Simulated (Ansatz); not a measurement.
C2H8OSi2 (SMILES O=CC([SiH3])[SiH3])

```yaml
atoms:
  - { symbol: O, position_ang: [-2.1701, -0.4216, 0.7072] }
  - { symbol: C, position_ang: [-1.2965, 0.3603, 0.9836] }
  - { symbol: C, position_ang: [0.1027, 0.2531, 0.4903] }
  - { symbol: Si, position_ang: [0.6247, -1.5544, 0.2830] }
  - { symbol: Si, position_ang: [0.2479, 1.1652, -1.1644] }
  - { symbol: H, position_ang: [-1.5133, 1.2362, 1.6316] }
  - { symbol: H, position_ang: [0.7833, 0.7786, 1.1701] }
  - { symbol: H, position_ang: [0.0507, -2.1362, -0.9542] }
  - { symbol: H, position_ang: [0.1991, -2.3431, 1.4651] }
  - { symbol: H, position_ang: [2.1077, -1.5801, 0.1768] }
  - { symbol: H, position_ang: [-0.6664, 0.5478, -2.1541] }
  - { symbol: H, position_ang: [1.6533, 1.0605, -1.6337] }
  - { symbol: H, position_ang: [-0.1027, 2.5991, -0.9865] }
```

Geometry: PBE0-D4/def2-TZVP.

Level of theory: Ansatz 0.2.0, RKS PBE0-D4/def2-TZVPP.

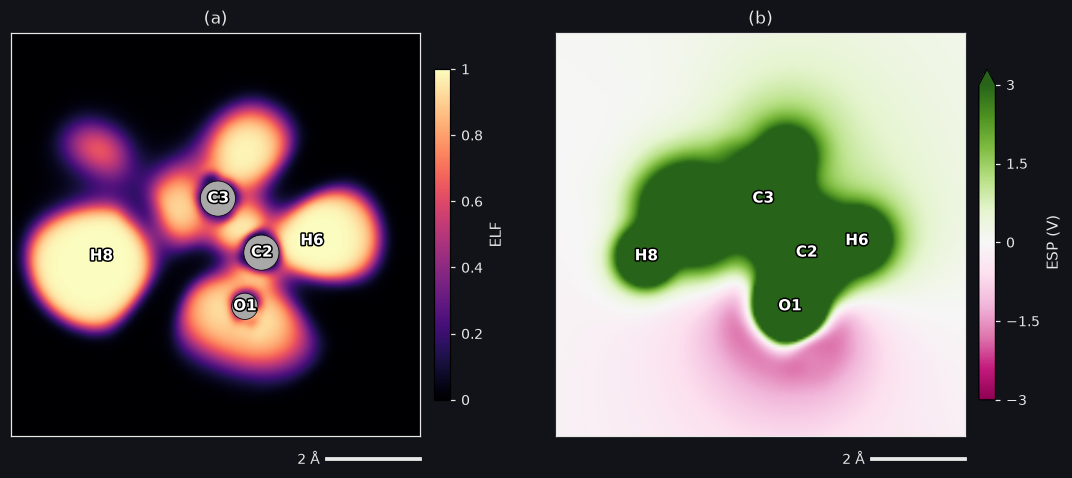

Figure 1. (a) ELF; (b) molecular electrostatic potential on the plane of atoms O1, C2 and H6. Grey discs cover the atomic cores in the ELF map.

Q: What do the fields say about this system?

A: Atoms in the plane: O, C and H.
C–O (1.20 Å): the ELF peaks at about 0.85 between the atoms (a short, multiple covalent bond).
C–C (1.49 Å): the ELF peaks at about 0.95 between the atoms, as expected for a covalent bond.
C–H (1.11 Å): the ELF climbs to about 1 towards the hydrogen, as it does in any bond to H; a covalent bond by its length.
The ELF also peaks beside O1, away from the bonds: lone-pair regions.
Outside the dense part of the molecule the potential is most negative (−1.8 V) near O1.

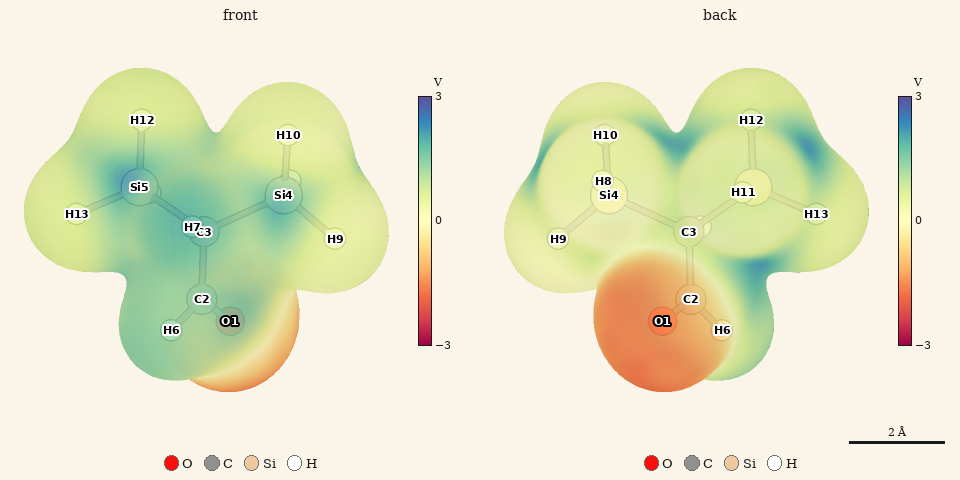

Figure 2. The electrostatic potential painted on the density surface at 0.004 e/bohr³, seen from the front and from behind; red is negative and blue positive.

Q: Where is the surface potential most negative and most positive?

A: The most negative region (about −1.7 V) lies over O1, the most positive (about +2.1 V) over Si5. O1 is the likeliest acceptor of a hydrogen bond.

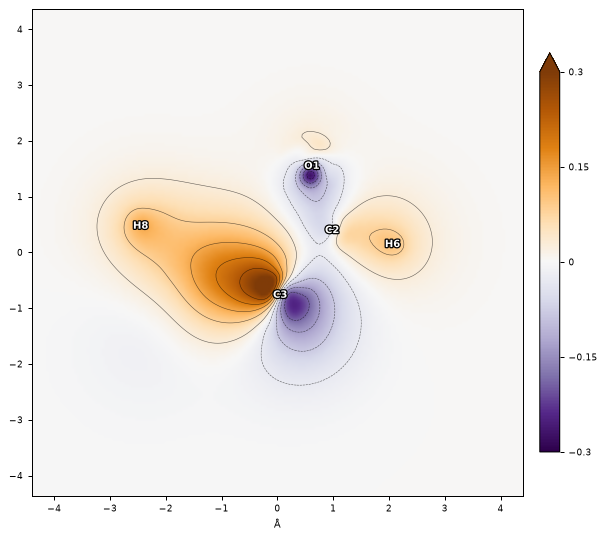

Figure 3. The HOMO−1 on the plane of atoms C3, C2 and H6 (values in Å⁻³ᐟ²; the overall sign is arbitrary).

Q: What is the character of this orbital?

A: It lies mainly on C3 (about 30 %), Si4 (about 15 %), Si5 (about 15 %), O1 (about 10 %), H13 (about 10 %) and H9 (about 10 %). Its energy is −8.95 eV.
